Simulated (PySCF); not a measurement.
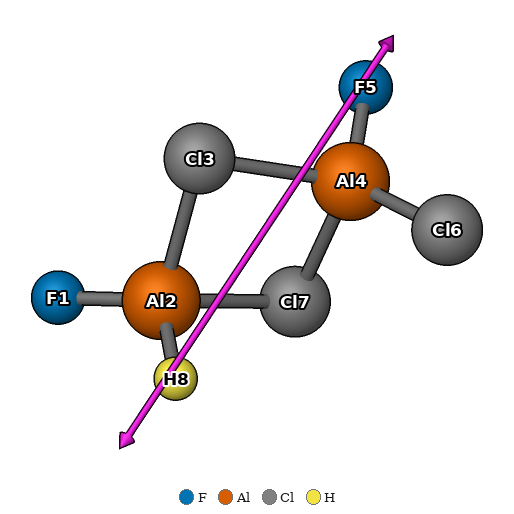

The double arrow shows the direction of the transition dipole to excited singlet state 6 (its length means nothing). The computed structure is the end point of a GFN2-xTB optimisation. No frequency run is at hand to confirm it as a minimum. Level of theory: TDDFT ωB97X-D/def2-SVPD, vertical, gas phase, core orbitals frozen in the response (PySCF 2.14.0).

### Give its energy, strength and character.

9.04 eV (137 nm), oscillator strength 0.25, of mixed character, with the largest part HOMO → LUMO+3 (weight 0.29); transition dipole 2.73 D.

The geometry is semi-empirical. Around Al such bond lengths and angles can be off by a tenth of an ångström or more and by several degrees, and values that hang on the shape move with them.
